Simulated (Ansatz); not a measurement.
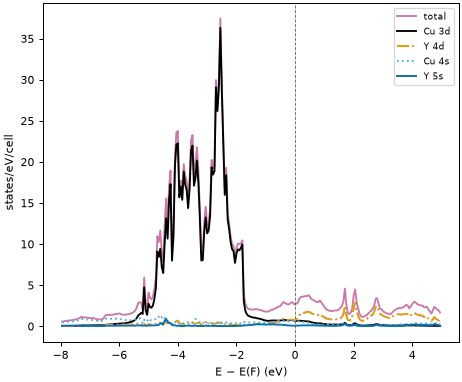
Total and projected density of states of YCu₅ in space group P6/mmm (No. 191; Y on 1a, Cu on 2c, Cu on 3g), r²SCAN in the plane-wave PAW code Ansatz

Task: Which orbitals carry the states next to the Fermi level?

Result: Within 0.5 eV of the Fermi level: Y 4d 36 %, Cu 3d 22 %, Cu 4s 19 %, outside the projected shells 19 %. Projections are on Löwdin-orthogonalised atomic valence shells; empty p or d shells of many metals are not among them.

Task: Where is the tallest occupied peak in this window, and what makes it?

Result: Near -2.5 eV, about 37 states/eV per cell; the largest projected share is Cu 3d.

The workflow started from a Materials Project entry (that database holds measured and hypothetical structures alike); the Crystallography Open Database files this formula in space group No. 191, but the cells were not matched. Whether it is the stable phase at ambient conditions was not checked. Symmetry was held in the r²SCAN relaxation; whether a distortion lowers the energy is not shown. No spin polarisation was allowed. Spin–orbit coupling is left out wherever it is not named.

Potentials: the later of the program's two PAW sets.
